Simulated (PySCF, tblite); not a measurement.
# C7H11BSi: geometry, infrared bands, NMR shifts and electronic excitations, part 2 of 2

tblite 0.8.0 and PySCF 2.14.0. Atoms count from 0.

### Step 6. Excited states and response: CAM-B3LYP/def2-SVPD

What the job is given:

```
{"job": {"kind": "uv", "xc": "CAM-B3LYP", "basis": "def2-SVPD", "ip": true}, "charge": 0, "multiplicity": 1}
Si     2.543233     0.539815    -0.964500
C      1.513377     0.037727     0.550899
C      0.037638     0.064650     0.252554
C     -0.557971    -1.123059    -0.131305
C     -1.890009    -1.427025    -0.509779
C     -2.996189    -0.614045    -0.604550
B     -3.088189     0.877985    -0.320210
C     -1.893172     1.719077     0.130389
C     -0.593022     1.345047     0.358580
H      3.998233     0.531698    -0.619169
H      2.294151    -0.427273    -2.075391
H      2.153856     1.910673    -1.412466
H      1.841188    -0.968144     0.856286
H      1.764675     0.725704     1.374280
H      0.116174    -1.986850    -0.146348
H     -2.030613    -2.486863    -0.759065
H     -3.906344    -1.135809    -0.926204
H     -4.158937     1.433510    -0.456926
H     -2.072700     2.787767     0.305548
H      0.095670     2.138747     0.678702
```

With the program's defaults for keys left out, this is: TDDFT CAM-B3LYP/def2-SVPD, vertical, gas phase, core orbitals frozen in the response.

Standard output:

```text
coarse grid: 17136 points
cycle   1  E = -587.0465360340  dE =  1.154e+00  |g| = 3.787e-01  |ddm| = 1.734e+01
cycle   2  E = -587.0553911852  dE = -8.855e-03  |g| = 3.779e-01  |ddm| = 2.969e+00
cycle   3  E = -587.0949403615  dE = -3.955e-02  |g| = 8.223e-02  |ddm| = 1.542e+00
cycle   4  E = -587.0966145507  dE = -1.674e-03  |g| = 3.781e-02  |ddm| = 5.040e-01
cycle   5  E = -587.0970231576  dE = -4.086e-04  |g| = 4.706e-03  |ddm| = 2.264e-01
cycle   6  E = -587.0970314211  dE = -8.264e-06  |g| = 2.449e-03  |ddm| = 2.214e-02
final grid: 160688 points
cycle   7  E = -587.1979763693  dE = -3.803e-05  |g| = 4.499e-03  |ddm| = 2.586e-01
cycle   8  E = -587.1979751988  dE =  1.170e-06  |g| = 5.270e-03  |ddm| = 3.955e-02
cycle   9  E = -587.1979825324  dE = -7.334e-06  |g| = 7.145e-04  |ddm| = 1.942e-02
cycle  10  E = -587.1979826838  dE = -1.514e-07  |g| = 2.217e-04  |ddm| = 2.725e-03
cycle  11  E = -587.1979827240  dE = -4.015e-08  |g| = 8.432e-05  |ddm| = 1.747e-03
cycle  12  E = -587.1979827294  dE = -5.427e-09  |g| = 5.058e-05  |ddm| = 6.137e-04
cycle  13  E = -587.1979827313  dE = -1.898e-09  |g| = 1.592e-05  |ddm| = 3.947e-04
cycle  14  E = -587.1979827315  dE = -1.639e-10  |g| = 5.058e-06  |ddm| = 1.176e-04
converged SCF energy = -587.1979827315

Static polarisability (au): isotropic 131.096, principal 87.425 131.508 174.353

Singlet excitations
state   eV       nm        f      main configurations
  1   4.4560    278.2   0.10174   H->L 0.67, H->L+1 0.22
  2   4.5163    274.5   0.16936   H->L+1 0.58, H->L 0.25, H-1->L 0.14
  3   5.5057    225.2   0.00144   H-3->L 0.94
  4   5.6433    219.7   0.00098   H-2->L 0.92
  5   5.8114    213.3   0.00210   H-2->L+1 0.49, H-3->L+1 0.47
  6   5.8535    211.8   0.00207   H-2->L+1 0.46, H-3->L+1 0.45
  7   6.0356    205.4   0.70656   H-1->L 0.77, H->L+1 0.17
  8   6.2493    198.4   0.35253   H-1->L+1 0.90
  9   6.3906    194.0   0.01540   H->L+2 0.84
 10   6.8966    179.8   0.00768   H-4->L 0.92

Triplet excitations (Tamm-Dancoff, eV): 2.6812 3.4615 4.1535 4.6325
Vertical ionisation energy (delta-SCF) = 8.4965 eV
Vertical electron affinity (delta-SCF) = 0.4136 eV
```

It took 10 min on 1 thread of Intel Xeon at 2.50GHz, shared host; peak memory 1.5 GiB.

The orbitals next to the gap, with their largest atomic shares:

| orbital | eV | atoms |
| --- | --- | --- |
| HOMO−3 | -10.15 | C7 21 %, C5 19 %, B6 18 % |
| HOMO−2 | -10.08 | B6 33 %, H17 26 %, C5 11 % |
| HOMO−1 | -9.41 | C8 26 %, C7 21 %, C4 15 % |
| HOMO | -7.96 | C5 18 %, C3 16 %, C2 15 % |
| LUMO | -0.95 | C7 18 %, C5 16 %, C2 15 % |
| LUMO+1 | -0.51 | B6 23 %, C4 16 %, C8 15 % |
| LUMO+2 | 0.94 | Si0 25 %, B6 9 %, C1 8 % |

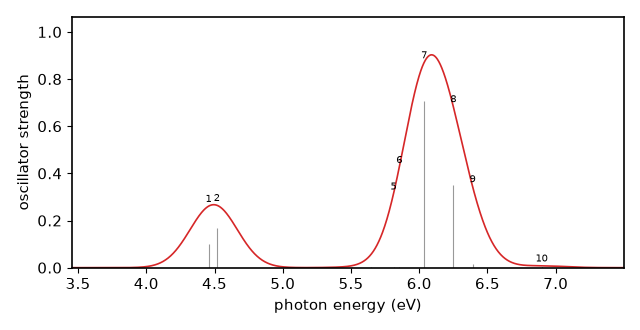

Absorption spectrum from the 10 singlet states computed; above the last one it falls off for lack of states. Lines are broadened to a width of 0.40 eV (Gaussian).

Ground-state properties from the same run:

| property | computed |
| --- | --- |
| dipole moment (D) | 2.60 |
| polarisability (Å³) | 19.43 |
| HOMO–LUMO gap (eV) | 7.01 |
| −ε(HOMO) (eV) | 7.96 |

### Step 7. Nuclear shieldings: wB97X-D/pcSseg-1

Settings changed since step 6:

```diff
@@ -1,2 +1,2 @@
-{"job": {"kind": "uv", "xc": "CAM-B3LYP", "basis": "def2-SVPD", "ip": true}, "charge": 0, "multiplicity": 1}
+{"job": {"kind": "nmr", "xc": "wB97X-D", "basis": "pcSseg-1", "pop": false}, "charge": 0, "multiplicity": 1}
 Si     2.543233     0.539815    -0.964500
```

With the program's defaults for keys left out, this is: GIAO wB97X-D/pcSseg-1 NMR shielding, non-relativistic, gas phase.

Standard output:

```text
coarse grid: 17136 points
cycle   1  E = -587.4091150535  dE =  1.307e+00  |g| = 3.568e-01  |ddm| = 4.156e+00
cycle   2  E = -587.4287528259  dE = -1.964e-02  |g| = 3.099e-01  |ddm| = 7.943e-01
cycle   3  E = -587.4540252008  dE = -2.527e-02  |g| = 6.601e-02  |ddm| = 3.715e-01
cycle   4  E = -587.4552425012  dE = -1.217e-03  |g| = 2.926e-02  |ddm| = 9.779e-02
cycle   5  E = -587.4554804115  dE = -2.379e-04  |g| = 3.747e-03  |ddm| = 4.273e-02
cycle   6  E = -587.4554880010  dE = -7.589e-06  |g| = 2.452e-03  |ddm| = 8.035e-03
final grid: 160688 points
cycle   7  E = -587.5135091219  dE = -1.782e-04  |g| = 5.429e-03  |ddm| = 5.003e-02
cycle   8  E = -587.5135118674  dE = -2.746e-06  |g| = 5.071e-03  |ddm| = 1.295e-02
cycle   9  E = -587.5135182435  dE = -6.376e-06  |g| = 8.746e-04  |ddm| = 5.304e-03
cycle  10  E = -587.5135185013  dE = -2.578e-07  |g| = 4.346e-04  |ddm| = 1.435e-03
cycle  11  E = -587.5135185801  dE = -7.884e-08  |g| = 1.147e-04  |ddm| = 6.900e-04
cycle  12  E = -587.5135185940  dE = -1.387e-08  |g| = 5.984e-05  |ddm| = 2.716e-04
cycle  13  E = -587.5135185980  dE = -4.043e-09  |g| = 2.476e-05  |ddm| = 1.861e-04
cycle  14  E = -587.5135185986  dE = -5.252e-10  |g| = 8.402e-06  |ddm| = 5.589e-05
converged SCF energy = -587.5135185986

GIAO shielding tensors (ppm)
atom      isotropic    diamagn.    paramagn.     s11        s22        s33       span
  0 Si     407.550     879.217    -471.667    370.644    390.922    461.085     90.441
  1 C      158.465     253.174     -94.709    128.269    155.356    191.769     63.500
  2 C       26.856     263.094    -236.238    -78.687      3.055    156.199    234.886
  3 C       43.430     256.716    -213.286    -65.207     52.174    143.322    208.528
  4 C       27.926     253.195    -225.270    -97.079     22.405    158.451    255.531
  5 C       25.228     256.133    -230.905   -120.002     20.612    175.075    295.077
  6 B       57.317     192.064    -134.747     10.271     32.463    129.216    118.945
  7 C       22.457     254.214    -231.757   -124.237     15.975    175.633    299.870
  8 C       26.046     254.094    -228.048    -90.784     25.848    143.073    233.857
  9 H       27.220      27.947      -0.727     24.344     24.430     32.887      8.543
 10 H       27.568      29.104      -1.536     23.939     26.772     31.993      8.053
 11 H       27.428      28.986      -1.559     23.600     26.893     31.790      8.190
 12 H       29.182      32.421      -3.239     24.812     28.481     34.252      9.440
 13 H       29.082      31.843      -2.760     25.127     27.861     34.259      9.132
 14 H       24.060      34.669     -10.609     19.608     22.041     30.532     10.924
 15 H       23.396      29.579      -6.184     19.304     22.873     28.010      8.706
 16 H       23.184      27.726      -4.542     20.320     21.375     27.858      7.538
 17 H       25.102      28.481      -3.379     23.650     23.965     27.692      4.041
 18 H       23.025      29.187      -6.162     19.768     20.985     28.322      8.555
 19 H       23.424      33.453     -10.030     19.191     20.809     30.271     11.081
```

It took 2.2 min on 1 thread of Intel Xeon at 2.50GHz, shared host; peak memory 1.3 GiB.

In short: δ C7 162.1, C5 159.3, C8 158.5, C2 157.7, H18 8.35, H16 8.20 ppm.

### Step 8. Run by run: NMR shifts

Shifts (ppm) of some atoms, chosen among heavy atoms and hydrogens apart, means over like atoms, with basis size and wall time:

| run | C5 | C8 | C4 | C1 | H16 | H12 | Si0 | functions | time |
| --- | --- | --- | --- | --- | --- | --- | --- | --- | --- |
| PBE0/pcSseg-1 | 160.9 | 156.9 | 154.6 | 27.4 | 8.33 | 2.38 | -55.8 | 215 | 1.7 min |
| wB97X-D/pcSseg-1 | 159.3 | 158.5 | 156.6 | 26.1 | 8.20 | 2.25 | -54.6 | 215 | 2.2 min |

### Step 9. What came out

The summary covers parts 1 to 2.

| quantity | value |
| --- | --- |
| strongest single infrared mode (GFN2-xTB) | 786 cm⁻¹, 392 km/mol |
| zero-point energy (GFN2-xTB) | 94.9 kcal/mol |
| point group | C1 |
| rotational constants (main isotopes) | 2.74, 0.81, 0.70 GHz |
| ¹³C shifts against TMS (PBE0/pcSseg-1) | 162.9, 160.9, 156.9, 156.8, 154.6, 141.1, 27.4 ppm |
| ¹H shifts against TMS (PBE0/pcSseg-1, means over atoms taken as alike) | 8.47, 8.33, 8.00, 7.99, 7.37, 6.32, 4.01, 2.38 ppm |
| ²⁹Si shifts against TMS (PBE0/pcSseg-1) | -55.8 ppm |
| ¹¹B shifts against BF3·OEt2 (PBE0/pcSseg-1) | 44.5 ppm |
| lowest singlet (CAM-B3LYP/def2-SVPD) | 4.46 eV (278 nm), f = 0.102 |
| brightest single state of those computed | state 7, 6.04 eV, f = 0.707 |
| lowest triplet | 2.68 eV |
| vertical ionisation energy (ΔSCF) | 8.50 eV |
| vertical electron affinity (ΔSCF) | 0.41 eV |
| range of the shift of C4 | 154.6 to 156.6 ppm |

In words: Over 121 steps the energy fell by 0.588 eV; of the close pairs, C3–C4 changed most, 1.477 to 1.409 Å (GFN2-xTB). No mode is imaginary among the 54: a minimum at this level. Unscaled tight-binding wavenumbers are off by several per cent, some by more. Its intensities can rank the bands wrongly. Relaxing lowered the energy by 0.242 eV in 5 steps; the close pair that moved most is Si0–H9, from 1.443 to 1.495 Å (PBE0/def2-SVP). NICS(1)zz of -19 ppm above the planar ring from C2 marks a diatropic (aromatic) ring current. The first singlet state (HOMO→LUMO 0.67, HOMO→LUMO+1 0.22) lies at 4.46 eV and is bright; of the 10 states computed, the strongest absorption comes from state 7 at 6.04 eV. The lowest triplet lies 1.77 eV below the lowest singlet (triplets in Tamm-Dancoff, singlets in full TDDFT). The orbital energy would give 7.96 eV for ionisation, ΔSCF gives 8.50 eV. In ppm, C4 moves most: its shift spreads over 2.0 ppm, from 154.6 (PBE0/pcSseg-1) to 156.6 (wB97X-D/pcSseg-1).
